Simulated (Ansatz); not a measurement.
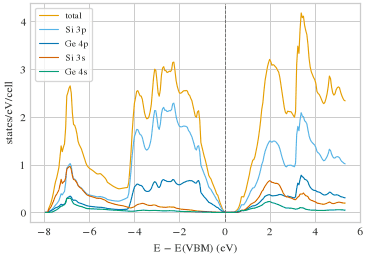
*Total and projected density of states of Si₃Ge in space group P-4m2 (No. 115; Si on 2g, Si on 1a, Ge on 1c), PBE (plane waves, PAW; program Ansatz)*

Q: Which orbitals carry the states next to the gap?

A: Top 1 eV of the valence band: Si 3p 69 %, Ge 4p 28 %. Bottom 1 eV of the conduction band: Si 3p 47 %, Si 3s 17 %, Ge 4p 12 %, Ge 4s 9 %, outside the projected shells 14 %. Projections are on Löwdin-orthogonalised atomic valence shells; empty p or d shells of many metals are not among them.

Q: Where is the tallest occupied peak in this window, and what makes it?

A: Near -2.2 eV, about 3.1 states/eV per cell; the largest projected share is Si 3p.

The start of the workflow was typed in or built on a structure type; neither database checked (COD, Materials Project) lists it. Whether it is the stable phase at ambient conditions was not checked. Symmetry was held in the PBE relaxation; its stability against distortions is not shown here. Scalar-relativistic: spin–orbit coupling is off unless named, which matters more the heavier the elements.

Potentials: the earlier of the program's two PAW sets.
